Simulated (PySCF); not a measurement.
# C8H14O: one change and its effect

System: C8H14O, SMILES CC(=O)C1CCCCC1.
Method of run 1: GIAO PBE0/pcSseg-1 NMR shielding, non-relativistic, IEF-PCM chloroform (PySCF 2.14.0).

The geometry comes from this level: PBE0-D3(BJ)/def2-SVP. Text and figures count atoms from 1; the logs count them from 0 in places.

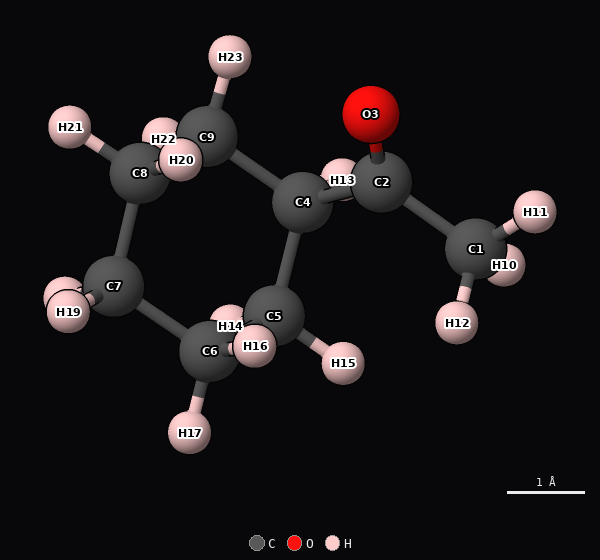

The input geometry (ball-and-stick view, seen at a tilt; atoms are numbered from 1 in the order of the input). Bond lengths as drawn: C–C 1.51 to 1.54 Å, C–H 1.10 to 1.11 Å and C–O 1.21 Å.

**Input, run 1**
```
{"job": {"kind": "nmr", "xc": "PBE0", "basis": "pcSseg-1", "solvent": "chloroform", "pop": false}, "charge": 0, "multiplicity": 1}
C      2.600777    -1.077395    -0.097932
C      1.668880    -0.082541     0.553624
O      1.682229     0.084132     1.750783
C      0.743907     0.713210    -0.362053
C     -0.001932    -0.171307    -1.371512
C     -1.083014    -1.006701    -0.693723
C     -2.064652    -0.119993     0.065589
C     -1.344026     0.764909     1.077242
C     -0.231504     1.584503     0.428000
H      3.020879    -0.696486    -1.040582
H      3.403511    -1.332744     0.604910
H      2.043250    -1.997187    -0.338478
H      1.432786     1.366347    -0.932510
H     -0.473385     0.487154    -2.121296
H      0.698844    -0.811373    -1.929850
H     -0.614636    -1.717753     0.012047
H     -1.611508    -1.619640    -1.441621
H     -2.606458     0.514760    -0.659610
H     -2.828231    -0.735217     0.568337
H     -0.903243     0.137395     1.869106
H     -2.060447     1.437118     1.576212
H     -0.672722     2.324333    -0.262327
H      0.319440     2.144878     1.197281
```

The first line tells a small driver script what to run in PySCF; the rest is the geometry in Å.

Launched with:
```bash
OMP_NUM_THREADS=1 python <driver script> task.json out
```

Hardware: 1 CPU thread, shared host.

**Output (run 1)**
```
coarse grid: 18456 points
cycle   1  E = -387.8102599265  dE =  1.068e+00  |g| = 8.141e-01  |ddm| = 4.159e+00
cycle   2  E = -387.5333000527  dE =  2.770e-01  |g| = 1.464e+00  |ddm| = 2.079e+00
cycle   3  E = -387.9423780056  dE = -4.091e-01  |g| = 1.760e-01  |ddm| = 1.545e+00
cycle   4  E = -387.9490285488  dE = -6.651e-03  |g| = 5.865e-02  |ddm| = 1.856e-01
cycle   5  E = -387.9497782051  dE = -7.497e-04  |g| = 1.273e-02  |ddm| = 6.253e-02
cycle   6  E = -387.9498125017  dE = -3.430e-05  |g| = 3.839e-03  |ddm| = 1.456e-02
cycle   7  E = -387.9498157885  dE = -3.287e-06  |g| = 7.767e-04  |ddm| = 3.818e-03
final grid: 176080 points
cycle   8  E = -388.0174244976  dE = -5.555e-05  |g| = 1.358e-02  |ddm| = 4.099e-02
cycle   9  E = -388.0173538609  dE =  7.064e-05  |g| = 2.343e-02  |ddm| = 2.995e-02
cycle  10  E = -388.0174637174  dE = -1.099e-04  |g| = 2.784e-03  |ddm| = 1.962e-02
cycle  11  E = -388.0174652755  dE = -1.558e-06  |g| = 3.103e-04  |ddm| = 2.283e-03
cycle  12  E = -388.0174652947  dE = -1.922e-08  |g| = 1.106e-04  |ddm| = 4.140e-04
cycle  13  E = -388.0174652973  dE = -2.628e-09  |g| = 3.531e-05  |ddm| = 1.279e-04
cycle  14  E = -388.0174652976  dE = -3.140e-10  |g| = 4.054e-06  |ddm| = 3.246e-05
converged SCF energy = -388.0174652976

GIAO shielding tensors (ppm)
atom      isotropic    diamagn.    paramagn.     s11        s22        s33       span
  0 C      154.395     251.454     -97.059    135.752    140.298    187.135     51.383
  1 C      -35.021     249.787    -284.808   -113.346    -88.970     97.253    210.599
  2 O     -317.233     403.175    -720.408   -889.959   -406.873    345.132   1235.091
  3 C      134.227     253.153    -118.926    109.259    134.772    158.650     49.391
  4 C      154.047     248.720     -94.672    144.892    156.400    160.851     15.959
  5 C      158.988     247.951     -88.963    154.136    160.307    162.520      8.383
  6 C      156.320     246.989     -90.670    151.920    157.954    159.085      7.165
  7 C      160.674     247.083     -86.409    154.368    160.761    166.893     12.525
  8 C      157.700     246.898     -89.197    151.173    159.664    162.264     11.090
  9 H       28.804      29.097      -0.293     24.864     28.964     32.583      7.719
 10 H       29.345      27.516       1.829     25.740     27.540     34.753      9.013
 11 H       28.861      29.769      -0.908     25.046     29.569     31.968      6.922
 12 H       29.013      32.596      -3.583     24.934     28.029     34.074      9.141
 13 H       29.695      31.769      -2.074     26.742     27.315     35.027      8.285
 14 H       29.134      32.435      -3.302     25.282     27.297     34.822      9.540
 15 H       30.341      31.726      -1.385     26.642     29.490     34.890      8.248
 16 H       29.856      29.851       0.005     24.697     27.769     37.102     12.405
 17 H       30.157      30.186      -0.030     26.255     28.228     35.987      9.732
 18 H       29.768      29.165       0.603     24.939     27.451     36.913     11.974
 19 H       29.843      31.379      -1.536     25.583     29.178     34.768      9.185
 20 H       29.999      29.306       0.693     24.940     27.756     37.302     12.362
 21 H       30.206      31.146      -0.940     26.092     28.242     36.283     10.191
 22 H       29.205      31.215      -2.010     25.574     26.718     35.323      9.749
```

The input of run 2 differs as follows (lines with − go, lines with + come):
```diff
-"xc": "PBE0"
+"xc": "wB97X-D"
```

Predict how the results change.

The total energies belong to different methods, so their difference says nothing on which is more stable or more accurate. The HOMO goes from −7.12 to −9.05 eV. The LUMO goes from −0.35 to 1.51 eV. The dipole moment goes from 3.49 to 3.55 D. Of all shieldings, the largest change is that of O3, by +4.3 ppm. The functional changes from PBE0 to wB97X-D. The number of SCF iterations is the same.

**Output (run 2)**
```
coarse grid: 18456 points
cycle   1  E = -388.1409318177  dE =  1.478e+00  |g| = 8.266e-01  |ddm| = 4.130e+00
cycle   2  E = -388.0237159351  dE =  1.172e-01  |g| = 1.210e+00  |ddm| = 1.629e+00
cycle   3  E = -388.2789749061  dE = -2.553e-01  |g| = 6.547e-02  |ddm| = 1.030e+00
cycle   4  E = -388.2798822753  dE = -9.074e-04  |g| = 3.968e-02  |ddm| = 8.290e-02
cycle   5  E = -388.2802591466  dE = -3.769e-04  |g| = 6.785e-03  |ddm| = 4.097e-02
cycle   6  E = -388.2802725942  dE = -1.345e-05  |g| = 2.424e-03  |ddm| = 1.123e-02
cycle   7  E = -388.2802744932  dE = -1.899e-06  |g| = 7.814e-04  |ddm| = 5.010e-03
final grid: 176080 points
cycle   8  E = -388.3516344183  dE = -2.983e-04  |g| = 5.499e-03  |ddm| = 5.692e-02
cycle   9  E = -388.3516407343  dE = -6.316e-06  |g| = 3.828e-03  |ddm| = 1.203e-02
cycle  10  E = -388.3516440260  dE = -3.292e-06  |g| = 6.352e-04  |ddm| = 3.292e-03
cycle  11  E = -388.3516441720  dE = -1.460e-07  |g| = 2.269e-04  |ddm| = 1.485e-03
cycle  12  E = -388.3516441846  dE = -1.264e-08  |g| = 6.938e-05  |ddm| = 3.533e-04
cycle  13  E = -388.3516441858  dE = -1.186e-09  |g| = 3.758e-05  |ddm| = 1.074e-04
cycle  14  E = -388.3516441861  dE = -2.834e-10  |g| = 8.714e-06  |ddm| = 5.443e-05
converged SCF energy = -388.3516441861

GIAO shielding tensors (ppm)
atom      isotropic    diamagn.    paramagn.     s11        s22        s33       span
  0 C      153.765     251.153     -97.388    135.210    139.440    186.644     51.434
  1 C      -36.529     250.233    -286.762   -114.559    -93.013     97.986    212.545
  2 O     -312.888     404.102    -716.990   -883.421   -403.825    348.583   1232.004
  3 C      134.938     253.409    -118.470    110.133    134.633    160.049     49.916
  4 C      154.980     248.834     -93.854    146.227    157.157    161.557     15.330
  5 C      159.778     247.982     -88.204    155.046    161.091    163.198      8.152
  6 C      157.171     247.009     -89.838    153.108    158.521    159.885      6.776
  7 C      161.321     247.106     -85.785    155.345    161.496    167.122     11.776
  8 C      158.325     246.988     -88.663    152.138    160.479    162.358     10.220
  9 H       28.945      29.191      -0.246     25.033     29.112     32.689      7.655
 10 H       29.426      27.506       1.919     25.730     27.666     34.881      9.151
 11 H       29.000      29.959      -0.959     25.219     29.691     32.090      6.871
 12 H       29.214      32.729      -3.515     25.135     28.240     34.269      9.134
 13 H       29.887      31.982      -2.095     26.900     27.479     35.282      8.381
 14 H       29.305      32.645      -3.340     25.418     27.460     35.037      9.619
 15 H       30.514      32.088      -1.574     26.814     29.620     35.109      8.295
 16 H       30.003      29.934       0.069     24.836     27.905     37.267     12.431
 17 H       30.325      30.347      -0.022     26.435     28.348     36.192      9.757
 18 H       29.933      29.239       0.695     25.081     27.605     37.114     12.033
 19 H       30.019      31.705      -1.686     25.758     29.309     34.990      9.231
 20 H       30.140      29.355       0.785     25.081     27.884     37.455     12.374
 21 H       30.363      31.334      -0.971     26.259     28.353     36.478     10.219
 22 H       29.374      31.356      -1.981     25.730     26.873     35.521      9.791
```

**The two runs side by side**

```csv
quantity,run 1,run 2
outcome,converged,converged
total energy (hartree),−388.017465,−388.351644
HOMO (eV),−7.12,−9.05
LUMO (eV),−0.35,1.51
dipole moment (D),3.49,3.55
shielding of C2 (ppm),−35.0,−36.5
shielding of O3 (ppm),−317.2,−312.9
shielding of C4 (ppm),134.2,134.9
shielding of C5 (ppm),154.0,155.0
shielding of C6 (ppm),159.0,159.8
shielding of C7 (ppm),156.3,157.2
shielding of C8 (ppm),160.7,161.3
SCF iterations,14,14
basis functions,223,223
wall time (shared host),2 min,2.6 min
```
